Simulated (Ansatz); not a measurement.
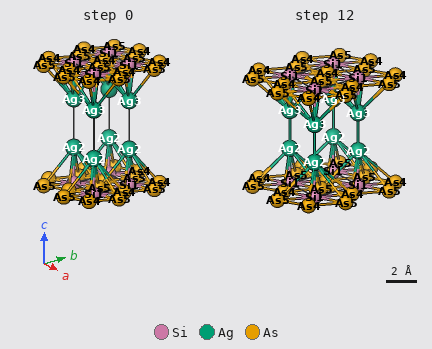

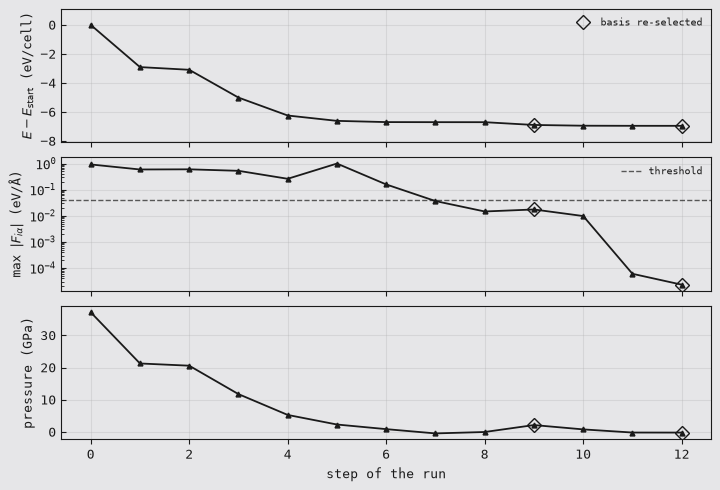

First and last geometry of a relaxation of solid SiAg₂As₂ (a generated structure, set up in P6/mmm) (coarse preliminary run), with the history of the run. A ball-and-stick model of the cell of the calculation, seen slightly off an axis.

Method: DFT PBE, scalar-relativistic, plane waves, PAW in Ansatz 0.2.0. Set-up: plane-wave cutoff 420 eV; k-point mesh 6 × 6 × 2; occupations gaussian; smearing width 0.1 eV; no spin polarisation; cell and atoms relaxed; force threshold 0.04 eV/Å; at most 70 steps.

Did the run converge, and what did it change?

It converged. The largest moves relative to the cell, 0.19 Å, are those of Ag2 and Ag3. Ag3 goes along −c. As and Si stay in place. Cell: a = b 3.840 → 4.741 Å (+23.5 %), c 8.446 → 7.543 Å (−10.7 %). Volume +36.1 %. Near-neighbour distances that change, for instance: Ag2–Ag3 3.406 → 2.665 Å, As4–As5 2.217 → 2.737 Å, Si1–As4 2.217 → 2.737 Å, Ag2–As4 3.357 → 3.666 Å. New bonds form: Ag2–Ag3 (3.41 → 2.67 Å). The space group stays P6/mmm (No. 191). Over 10 accepted moves (12 points after the start) the energy falls by 6.954 eV per cell of the calculation. Largest force component: 0.92 eV/Å at the start, under 0.0001 eV/Å at the end. The pressure goes from 37.16 to −0.20 GPa. At 2 points the geometry stayed and the basis and grid were re-selected for the new cell (energy shift of 0.191 eV per cell of the calculation at most each time). Cost: 33 s on 1 thread of Intel(R) Xeon(R) 6975P-C (Granite Rapids), on a shared host, peak memory 0.49 GiB.

Limits of the set-up: the k-point mesh is coarse for a cell with partly filled bands.
